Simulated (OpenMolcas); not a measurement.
# A workflow on CH2BrI (bromoiodomethane)

Aim: a single-point energy (HF/ANO-R0), then a single-point energy (CASSCF(8,8)/ANO-R1), then a single-point energy (CASPT2(8,8)/ANO-R1) of CH2BrI (bromoiodomethane). 

Program for the calculation: OpenMolcas 26.06.

**1. Starting point**

CH2BrI has 5 atoms, charge 0, and is taken as a singlet. SMILES: `BrCI`. Geometry: relaxed at PBE0-D4/def2-TZVP.

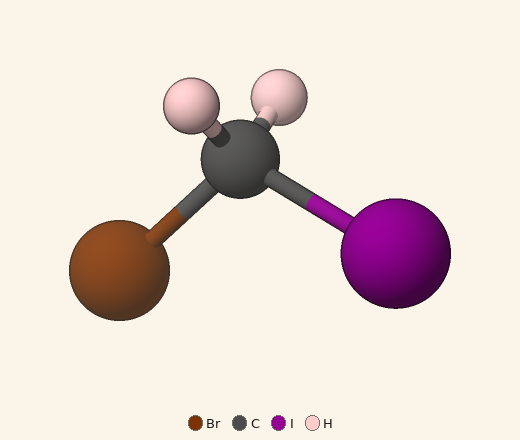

Viewed from a chosen angle; bromine brown, carbon dark grey, iodine purple, hydrogen pink.

**2. The energy at HF/ANO-R0 (sfX2C) (run 1)**

The input, input.xyz:

```xyz
5

Br    -1.807600    -0.091200     0.355300
C      0.027600     0.081600    -0.181200
I      1.424400    -0.779400     1.170600
H      0.257900     1.138200    -0.252900
H      0.147500    -0.422800    -1.133000
```

The input, step1.inp:

```
&gateway
 coord=input.xyz
 basis=ANO-R0
 group=NoSym

&seward

&scf
 prorbitals=1 1
```

The run is started by

```bash
$ export MOLCAS_MEM=1860
$ pymolcas step1.inp > step1.log
```

Standard output:

```text
--- Start Module: gateway ---
[...]
--- Stop Module: gateway /rc=_RC_ALL_IS_WELL_ ---
--- Start Module: seward ---
[...]
      Basis functions           52
--- Stop Module: seward /rc=_RC_ALL_IS_WELL_ ---
[...]
--- Start Module: scf ---
[...]
       Convergence after   9 Iterations
[...]
::    Total SCF energy                              -9756.0293873791
[...]
      Total spin, S                                     0.0000000000
[...]
      Total electronic charge=   96.000000
      Total            charge=   -0.000000
[...]
      Dipole Moment (debye):
      Origin of the operator (angstrom)=    0.1767   -0.4749    0.7870
                   X=  5.1872E-01               Y=  3.8531E-01               Z= -7.4838E-01           Total=  9.8874E-01
      Quadrupole Moment (debye*angstrom):
[...]
--- Stop Module: scf /rc=_RC_ALL_IS_WELL_ ---
[...]
```

Run time: 6.6 s. Hardware: 1 thread of Arm Neoverse V2, shared host; peak memory 0.41 GiB.

**3. A single-point energy at CASSCF(8,8)/ANO-R1 (sfX2C, RICD fitting) (run 2)**

input.xyz is that of step 2.

The input, step2.input:

```
* CH2BrI CASSCF
>>> EXPORT MOLCAS_PRINT=2
&gateway
coord=input.xyz
basis=ANO-R0
group=NoSym
&seward
&rasscf
fileorb=$CurrDir/step1.ScfOrb
spin=1
nactel=8 0 0
inactive=44
ras2=8
orblisting=Nothing
>>> COPY $Project.RunFile RUNFIL1
>>> COPY $Project.RasOrb INPORB
&gateway
coord=input.xyz
basis=ANO-R1
group=NoSym
ricd
&seward
>>> COPY $Project.RunFile RUNFIL2
&expbas
&rasscf
fileorb=$Project.ExpOrb
spin=1
nactel=8 0 0
inactive=44
ras2=8
orblisting=Nothing
orbappear=Compact
```

The run is started by

```bash
$ export MOLCAS_MEM=1860
$ pymolcas step2.input > step2.log
```

Standard output:

```text
--- Start Module: gateway ---
[...]
--- Stop Module: gateway /rc=_RC_ALL_IS_WELL_ ---
[...]
      Basis functions           52
[...]
      Number of active orbitals                  8
[...]
      Spin quantum number                      0.0
[...]
      Active orbitals                            8
[...]
      Number of CSFs                          1764
[...]
      Number of root(s) required                 1
[...]
 ###    WARNING: Large orbital rotation.                                     ###
 ###############################################################################
      Molecular orbital  47 of symmetry 1 MO space 2  weight is    0.479229
[...]
      Convergence after 15 iterations
[...]
      printout of CI-coefficients larger than  0.05 for root  1
      energy=   -9756.121912
      conf/sym  11111111     Coeff  Weight
             1  22220000   0.96454 0.93034
            56  u22d00ud  -0.06176 0.00381
            59  2202ud00   0.05432 0.00295
            60  22020200  -0.10681 0.01141
            88  20222000  -0.12680 0.01608
           104  ud22u00d   0.05167 0.00267
[...]
      Natural orbitals and occupation numbers for root  1
      sym 1:   1.973603   1.947249   1.955081   1.979892   0.052807   0.044379   0.021739   0.025249
      ************************************************************************************************************************
      *                                                    Final results                                                     *
[...]
::    RASSCF root number  1 Total energy:  -9756.12191162
[...]
      Basis functions          106
[...]
--- Start Module: expbas ---
[...]
--- Stop Module: expbas /rc=_RC_ALL_IS_WELL_ ---
--- Start Module: rasscf ---
[...]
      Convergence after 12 iterations
[...]
      Natural orbitals and occupation numbers for root  1
      sym 1:   1.976412   1.960534   1.966149   1.981987   0.040784   0.032580   0.019810   0.021744
      ************************************************************************************************************************
      *                                                    Final results                                                     *
[...]
::    RASSCF root number  1 Total energy:  -9756.39878470
[...]
      Total electronic charge=   96.000000
      Total            charge=   -0.000000
[...]
      Dipole Moment (debye):
      Origin of the operator (angstrom)=    0.1767   -0.4749    0.7870
                   X=  5.4476E-01               Y=  5.7660E-01               Z= -1.0910E+00           Total=  1.3489E+00
      Quadrupole Moment (debye*angstrom):
[...]
--- Stop Module: rasscf /rc=_RC_ALL_IS_WELL_ ---
[...]
```

It took 31 s on 1 thread of Arm Neoverse V2, shared host; peak memory 0.41 GiB.

**4. The energy at CASPT2(8,8)/ANO-R1 (sfX2C, RICD fitting, ipea shift 0.25 Eh, pt2 variant SS) (run 3)**

input.xyz is that of step 3.

The input, step3.inp:

```
&GATEWAY
Coord=input.xyz
Basis=ANO-R1
Group=NoSym
RICD
&SEWARD
&RASSCF
FileOrb=$CurrDir/step2.RasOrb
Spin=1
Nactel=8 0 0
Inactive=44
Ras2=8
OrbListing=Nothing
OrbAppear=Compact
&CASPT2
Imaginary=0.2
```

The run is started by

```bash
$ export MOLCAS_MEM=1860
$ pymolcas step3.inp > step3.log
```

Standard output:

```text
--- Start Module: gateway ---
[...]
--- Stop Module: gateway /rc=_RC_ALL_IS_WELL_ ---
[...]
      Basis functions          106
[...]
--- Start Module: rasscf ---
[...]
      Number of active orbitals                  8
[...]
      Spin quantum number                      0.0
[...]
      Active orbitals                            8
[...]
      Number of CSFs                          1764
[...]
      Number of root(s) required                 1
[...]
      Convergence after  6 iterations
[...]
      printout of CI-coefficients larger than  0.05 for root  1
      energy=   -9756.398785
      conf/sym  11111111     Coeff  Weight
             1  22220000   0.97167 0.94414
            56  u22d00ud  -0.07271 0.00529
            60  22020200  -0.08618 0.00743
            69  2ud2ud00   0.06623 0.00439
            88  20222000  -0.10540 0.01111
           117  02220002  -0.06059 0.00367
      Natural orbitals and occupation numbers for root  1
      sym 1:   1.976412   1.960529   1.966146   1.981988   0.040790   0.032583   0.019809   0.021743
      ************************************************************************************************************************
      *                                                    Final results                                                     *
[...]
::    RASSCF root number  1 Total energy:  -9756.39878470
[...]
      Total electronic charge=   96.000000
      Total            charge=   -0.000000
[...]
      Dipole Moment (debye):
      Origin of the operator (angstrom)=    0.1767   -0.4749    0.7870
                   X=  5.4474E-01               Y=  5.7662E-01               Z= -1.0910E+00           Total=  1.3489E+00
      Quadrupole Moment (debye*angstrom):
[...]
--- Stop Module: rasscf /rc=_RC_ALL_IS_WELL_ ---
[...]
--- Start Module: caspt2 ---
[...]
      E2 (Variational):          -0.6434567997
      Total energy:           -9757.0422415006
[...]
      Reference weight:           0.85865
[...]
::    CASPT2 Root  1     Total energy:  -9757.04224150
[...]
--- Stop Module: caspt2 /rc=_RC_ALL_IS_WELL_ ---
[...]
```

Wall time 25 s (1 thread of Arm Neoverse V2, shared host); peak memory 0.29 GiB.

**5. Results**

| quantity | value |
| --- | --- |
| run 1, HF/ANO-R0: total energy | -9756.02939 Eh |
| run 1, HF/ANO-R0: dipole moment | 0.99 D |
| run 1, HF/ANO-R0: HOMO energy | -9.60 eV |
| run 1, HF/ANO-R0: LUMO energy | 3.73 eV |
| run 1, HF/ANO-R0: HOMO–LUMO gap | 13.33 eV |
| run 2, CASSCF(8,8)/ANO-R1: total energy | -9756.39878 Eh |
| run 2, CASSCF(8,8)/ANO-R1: dipole moment (CASSCF density) | 1.35 D |
| run 3, CASPT2(8,8)/ANO-R1: total energy | -9757.04224 Eh |
| run 3, CASPT2(8,8)/ANO-R1: dipole moment (CASSCF density) | 1.35 D |

What this shows: Mulliken charges (run 1, HF/ANO-R0) run from -0.83 on C2 to +0.32 on H4. Mulliken charges (run 3, CASPT2(8,8)/ANO-R1) of the CASSCF density run from -0.24 on C2 to +0.11 on H4; they depend strongly on the basis.
